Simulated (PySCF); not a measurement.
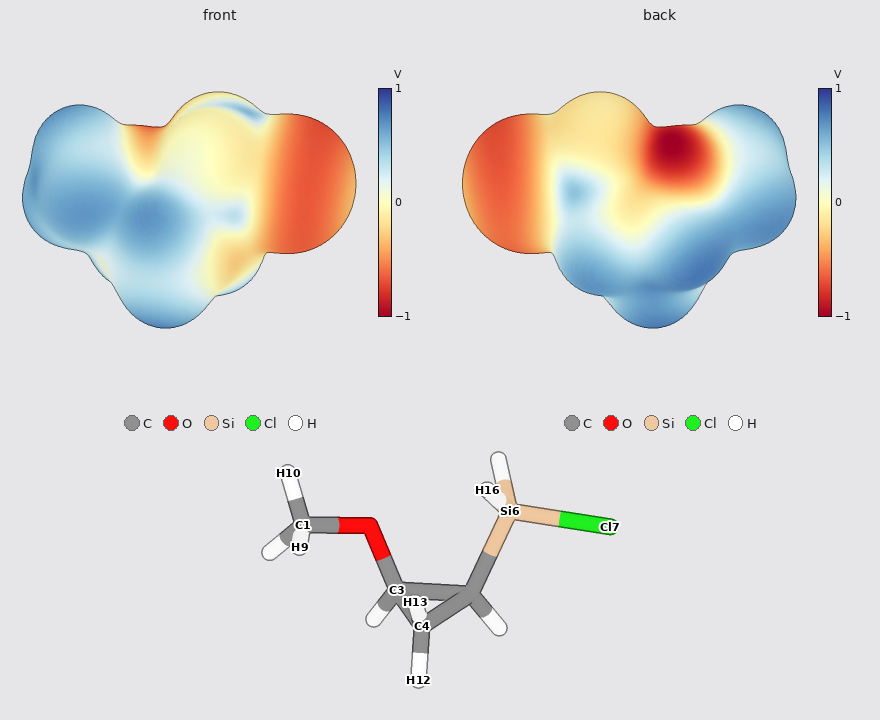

Figure 1: C4H9ClOSi. The electrostatic potential painted on the density surface at 0.001 e/bohr³, seen from the front and from behind; red is negative and blue positive. The bare structure is drawn below in the same view.

Geometry: GFN2-xTB.

All numbers below come from PySCF, wB97X-D/def2-SVPD, SCF density, gas phase.

```xyz
16

C     2.1466    0.0724    0.6358
O     0.7548   -0.1399    0.7044
C     0.2480   -0.8959   -0.3519
C     0.0106   -0.2361   -1.6730
C    -1.1462   -0.5390   -0.7528
Si   -1.8777    0.8770    0.2515
Cl   -3.8022    1.0768   -0.3440
H     2.6903   -0.8793    0.6377
H     2.4214    0.6332   -0.2640
H     2.4155    0.6456    1.5204
H     0.5720   -1.9359   -0.3443
H     0.1253   -0.8275   -2.5691
H     0.3116    0.7947   -1.7822
H    -1.7930   -1.3552   -1.0485
H    -1.8837    0.5821    1.6791
H    -1.2007    2.1357   -0.0525
```

Q: Describe the electrostatic potential map.

A: The most negative region (about −1.0 V) lies over O2, the most positive (about +0.8 V) over H11 and H12.
